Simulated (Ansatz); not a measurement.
**C5H8AlF (SMILES CC#[C][Al]([F])[CH2]C): density, localisation and related maps**

```csv
atom,x (Å),y (Å),z (Å)
C,-1.2881,-3.4253,-1.4589
C,-0.6732,-2.5129,-0.5042
C,-0.1536,-1.7485,0.2993
C,-0.0772,1.2476,1.9540
C,-1.3635,1.6869,1.2348
Al,0.6168,-0.5301,1.5343
F,2.0048,-1.0230,2.3265
H,-2.1988,-2.9899,-1.9023
H,-1.5689,-4.3749,-0.9737
H,-0.5931,-3.6644,-2.2810
H,-0.2143,1.2898,3.0519
H,0.7402,1.9682,1.7573
H,-1.6776,2.7017,1.5334
H,-1.2389,1.6953,0.1393
H,-2.2063,1.0098,1.4514
```

Geometry: B3LYP/def2-SVP.

Method: Ansatz, isolated molecule in a Gaussian basis; Kohn-Sham density functional theory, functional PBE0.

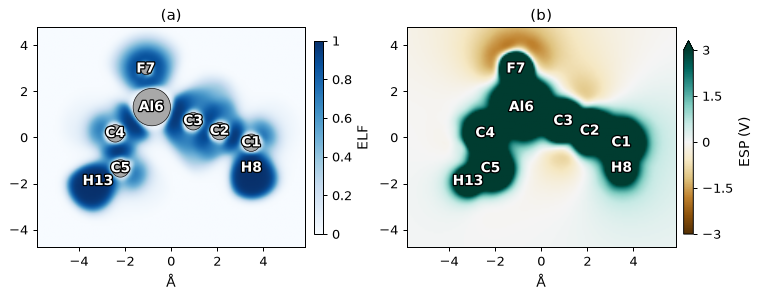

Figure 1. (a) electron localisation function; (b) electrostatic potential on the plane of atoms C2, C1 and H8. Grey discs cover the atomic cores in the ELF map.

What does the map show?

The section cuts through C, Al, F and H sites.
C–C (1.22 Å): the ELF peaks at about 0.85 between the atoms (a short, multiple covalent bond).
Al–F (1.67 Å): the ELF peaks at about 0.85 in the valence shell of F, 0.6 Å from its nucleus, and is about 0.25 at the midpoint.
C–Al (1.90 Å): the ELF peaks at about 0.95 between the atoms: a polar covalent bond.
C–H (1.10 Å): the ELF climbs to about 1 towards the hydrogen, as it does in any bond to H; an ordinary covalent bond to hydrogen.
C–Al (1.95 Å): the ELF peaks at about 0.95 between the atoms, as expected for a polar covalent bond.
The ELF also peaks beside F7, away from the bonds: lone-pair regions.
Outside the dense part of the molecule the potential is most negative (−1.9 V) near F7.

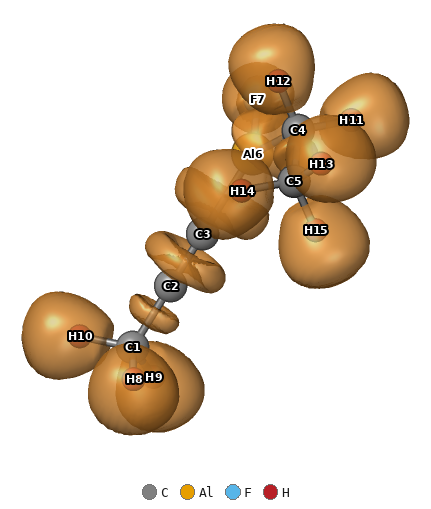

Figure 2. Isosurface of the electron localisation function at 0.8 (orange), seen at an oblique angle. Core shells and regions of very low density are left out.

What do the ELF domains correspond to?

At this value the surface marks out one region between bonded Al–C atoms (shared pairs), three regions between bonded C–C atoms (shared pairs), eight regions around hydrogen nuclei, one lobe of the valence shell of C pointing towards Al (polar bonds) and one region wrapped around F (its valence shell).

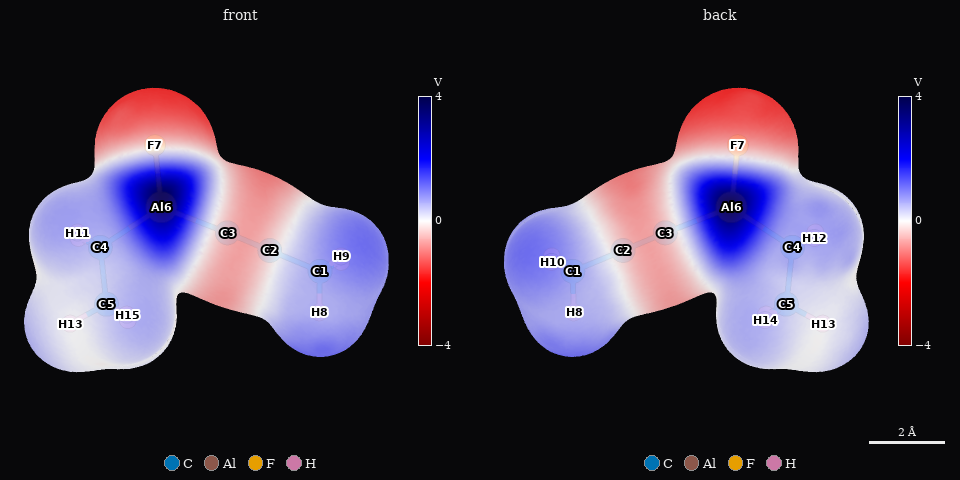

Figure 3. The electrostatic potential painted on the density surface at 0.002 e/bohr³, seen from the front and from behind; red is negative and blue positive.

Describe the electrostatic potential map.

The most negative region (about −1.6 V) lies over F7, the most positive (about +3.5 V) over Al6.

What dipole moment does the calculation give?

Its dipole moment is 2.86 D.
